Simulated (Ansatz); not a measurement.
## SnO2, pressure series

Take SnO2 in the rutile structure (space group P4_2/mnm, No. 136; a = 4.722 Å, c = 3.190 Å) as the base.

Cell and atoms are relaxed at each pressure.

All numbers come from Kohn–Sham DFT with the LDA functional, run in Ansatz (an electronic-structure program) with PAW and 420 eV plane waves, without spin-orbit coupling.

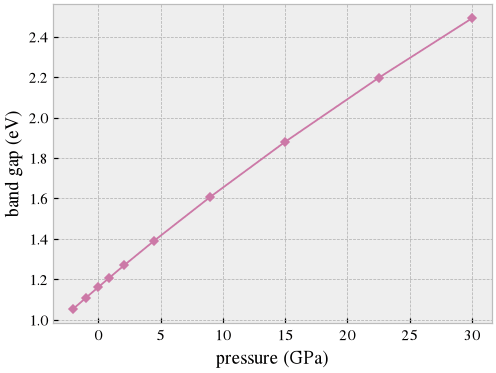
Fig. 1. Band gap against pressure

Task: From the plot, what is the band gap for pressure 15 GPa?

Result: About 1.9 eV.

Task: Is the trend monotonic over the range shown?

Result: Yes, it rises throughout, spanning 1.05 eV to 2.49 eV.

Load acts through the strain it causes; cell and atoms are relaxed under it. No phonon test of stability was made. No other phases were tried under pressure.
